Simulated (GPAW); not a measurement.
# OH/Ag(100): work function by functional and basis, part 3 of 3

Aim: the work function of both faces of OH/Ag(100), and its spread over functionals and bases.

GPAW 26.7.0; GPAW, PAW setups; slab in vacuum, relaxation (the session's first sound run).

So far, upper work function (eV): step 2 (relaxing the atoms, PBE, GPAW) 4.18; step 6 (self-consistent run: xc = "RPBE") 4.12; step 7 (self-consistent run: xc = "vdW-DF2", GPAW, PAW setups, GPAW) 4.82; step 8 (self-consistent run: xc = "LDA") 4.34; step 9 (real-space grid: mode = "fd", PBE, GPAW) 4.18.

## 10. Atomic orbitals: mode = "lcao"

Atom-centred orbitals end a few angstrom from the surface, which tests how much the density's tail matters.

File run.py:

```python
import json
import numpy as np
from ase import Atoms
from gpaw import GPAW

slab = Atoms(
    ['Ag', 'Ag', 'Ag', 'Ag', 'O', 'H'],
    positions=[
        [1.44603, 1.44603, 7.00000],
        [0.00000, 0.00000, 9.04500],
        [1.44603, 1.44603, 11.09000],
        [0.00000, 0.00000, 13.16558],
        [-0.00000, 0.00000, 15.23984],
        [0.00000, 0.00000, 16.21058]],
    cell=[[2.89207, 0.0, 0.0], [0.0, 2.89207, 0.0], [0.0, 0.0, 23.225]],
    pbc=[True, True, False])

slab.calc = GPAW(mode='lcao', basis='dzp', h=0.18, xc='PBE', kpts={'size': (11, 11, 1), 'gamma': True},
                 occupations={'name': 'fermi-dirac', 'width': 0.1}, nbands='120%',
                 convergence={'density': 1e-05}, maxiter=200,
                 poissonsolver={'dipolelayer': 'xy'},
                 symmetry={'tolerance': 1e-3}, txt='slab.txt')
result = {}
energy = slab.get_potential_energy()
fermi = slab.calc.get_fermi_level()
v = slab.calc.get_electrostatic_potential().mean((0, 1)) - fermi
n = slab.calc.get_pseudo_density().mean((0, 1))
L = slab.cell[2, 2]
z = np.arange(len(v)) * L / len(v)
low, high = slab.positions[:, 2].min(), slab.positions[:, 2].max()
below, above = np.interp([low - 4.8, high + 4.8], z, v)
slopes = [np.interp(x, z, np.gradient(v, z)) for x in (low - 4.8, high + 4.8)]
eps = np.array([[slab.calc.get_eigenvalues(k, s) for k in range(len(slab.calc.get_ibz_k_points()))]
                for s in range(slab.calc.get_number_of_spins())]) - fermi
top, bottom = eps[eps < 0].max(), eps[eps > 0].min()
dipole = slab.get_dipole_moment()[2]
print(f'energy {energy:.4f} eV, Fermi level {fermi:.4f} eV, dipole {dipole:.5f} e A')
print(f'potential 4.8 A off the faces, from the Fermi level: lower {below:.4f} eV, upper {above:.4f} eV')
print(f'slope of the potential there: lower {slopes[0]:.5f}, upper {slopes[1]:.5f} eV/A')
print(f'nearest levels on the mesh: {top:.4f} and {bottom:.4f} eV')
print('magnetic moment', round(slab.get_magnetic_moment(), 3))
result.update(energy=energy, fermi=fermi, dipole=dipole, below=below, above=above, slopes=slopes, edges=[top, bottom],
              z=z.tolist(), v=v.tolist(), n=n.tolist(), positions=slab.positions.tolist(),
              forces=slab.get_forces(apply_constraint=False).tolist(), moments=slab.get_magnetic_moments().tolist())
json.dump(result, open('result.json', 'w'))
```

Command:

```console
OMP_NUM_THREADS=1 OPENBLAS_NUM_THREADS=1 python run.py
```

The log of the run:

```text
energy -17.6257 eV, Fermi level -4.2256 eV, dipole 0.00297 e A
potential 4.8 A off the faces, from the Fermi level: lower 4.2574 eV, upper 4.1936 eV
slope of the potential there: lower -0.00104, upper -0.00000 eV/A
nearest levels on the mesh: -0.0178 and 0.0209 eV
magnetic moment 0.0
```

Elapsed: 16 min, on 1 thread of Arm Neoverse V1, shared host; peak memory 0.39 GiB.

Numbers from this step:

| Item | Value |
| --- | --- |
| dipole along the normal | 0.002967 e·Å |
| levels nearest the Fermi level on the mesh | -0.01782, 0.02094 eV from the Fermi level |
| upper work function | 4.194 eV |
| lower work function | 4.257 eV |

The electrostatic potential energy of an electron (without an applied field's), less the Fermi level, planar mean oscillates, so the rows of the table below give means over windows of 2 Å about each position, cut where the curve ends. Its maxima inside the range that stand out by 2 % of the span (Å: eV): 8.0: -0.817, 10.1: -0.827, 12.2: -0.320, 14.6: 4.66, 15.9: 3.80. Its minima: 7.0: -17.4, 9.1: -17.6, 11.1: -17.4, 13.2: -17.1, 15.2: -4.73, 16.2: 2.34.

The electrostatic potential energy of an electron (without an applied field's), less the Fermi level, planar mean by z; means over each step:

| z (Å) | electrostatic potential energy of an electron (without an applied field's), less the Fermi level, planar mean (eV) |
| --- | --- |
| 0 | 4.26 |
| 2 | 4.26 |
| 4 | 4.21 |
| 6 | -2.30 |
| 8 | -8.00 |
| 10 | -8.05 |
| 12 | -7.51 |
| 14 | -3.55 |
| 16 | 1.55 |
| 18 | 4.17 |
| 20 | 4.19 |
| 22 | 4.19 |

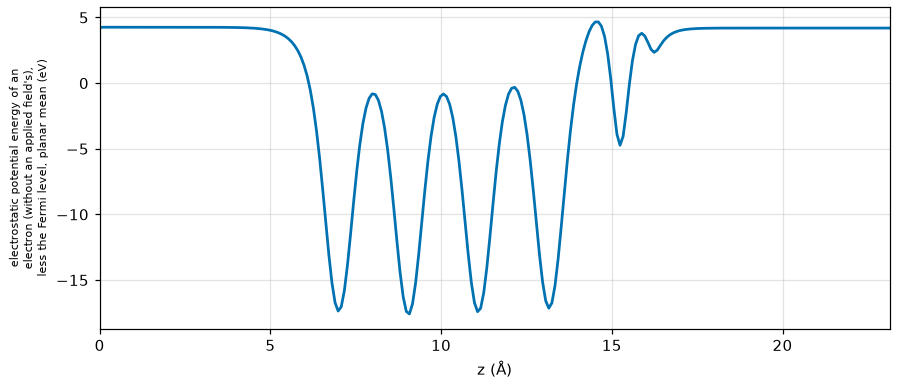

Electrostatic potential energy of an electron (without an applied field's), less the Fermi level, planar mean, plotted against z.

The upper face's work function is 4.194 eV, against 4.183 eV in the first plane-wave PBE run at this geometry.

## 11. The ladder

Times are for 1 thread of Arm Neoverse V1, shared host. The series side by side:

| no. | run | upper work function (eV) | lower work function (eV) | time | memory (GiB) |
| --- | --- | --- | --- | --- | --- |
| 1 | pw | 4.183 | 4.285 | 3.7 min | 0.31 |
| 2 | revPBE | 4.092 | 4.110 | 5 min | 0.31 |
| 3 | optPBE vdW | 4.480 | 4.466 | 4.4 min | 0.45 |
| 4 | RPBE | 4.115 | 4.085 | 5.3 min | 0.31 |
| 5 | vdW DF2 | 4.817 | 4.690 | 9.3 min | 0.45 |
| 6 | LDA | 4.343 | 4.704 | 3.9 min | 0.31 |
| 7 | fd | 4.183 | 4.283 | 17 min | 1.1 |
| 8 | lcao | 4.194 | 4.257 | 16 min | 0.39 |

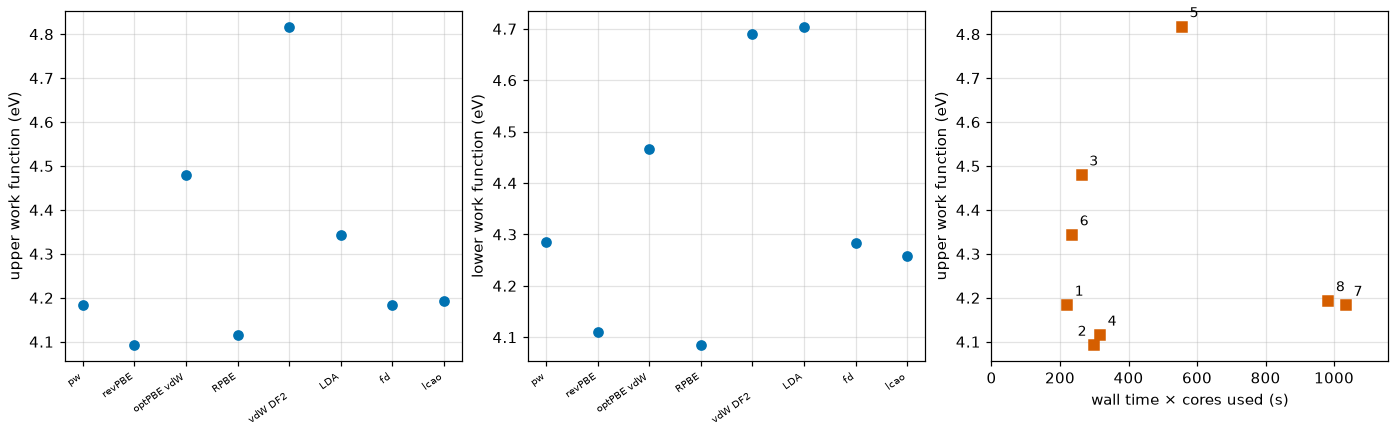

The series as plots; the last panel sets the first result against cost, with the runs numbered as in the table.

## 12. Side by side

Results and costs are gathered.

This step: comparison of work functions, dipole and cost (GPAW 26.7.0).

Ladder, by row:

| step | code | work function, upper (eV) | work function, lower (eV) | dipole (e Å) | wall time (s) | peak memory (GiB) | threads |
| --- | --- | --- | --- | --- | --- | --- | --- |
| pw | GPAW | 4.183 | 4.285 | 0.004226 | 220.5 | 0.31 | 1 |
| revPBE | GPAW | 4.092 | 4.11 | 3.29e-4 | 300 | 0.31 | 1 |
| optPBE-vdW | GPAW | 4.48 | 4.466 | -0.001112 | 263.1 | 0.45 | 1 |
| RPBE | GPAW | 4.115 | 4.085 | -0.001879 | 316.7 | 0.31 | 1 |
| vdW-DF2 | GPAW | 4.817 | 4.69 | -0.006325 | 556.1 | 0.45 | 1 |
| LDA | GPAW | 4.343 | 4.704 | 0.0162 | 235.2 | 0.31 | 1 |
| fd | GPAW | 4.183 | 4.283 | 0.004614 | 1035 | 1.1 | 1 |
| lcao | GPAW | 4.194 | 4.257 | 0.002967 | 983.1 | 0.39 | 1 |

## 13. What came out

| Item | Value |
| --- | --- |
| work function, upper and lower face | 4.183 and 4.285 eV |
| dipole along the normal | 0.00423 e Å |

**Reading.** With plane waves and PBE the work function is 4.18 eV on the upper face and 4.29 eV on the lower. The two faces differ by 0.10 eV, the step that the slab's dipole makes (e p/(ε0 A) gives 0.091 eV), so the dipole layer is needed. Over the sound runs of the table the upper face's work function spans 4.092 (revPBE) to 4.817 eV (vdW-DF2). The cell of 8.36 Å² holds one OH, started on one chosen site; other sites and coverages weren't tried. The in-plane lattice was kept as typed, which isn't the functional's own and leaves some strain; spin-orbit coupling and temperature are left out.

[Logs are printed without paths, hosts, clocks, repeated set-up lines and the standing remarks that a program may print on its own settings, such as how far it seeks lower states.]

[Hosts, paths, dates, database ids (printed as entryN), source tags and the programs' standing remarks are cut or masked in the printed files.]
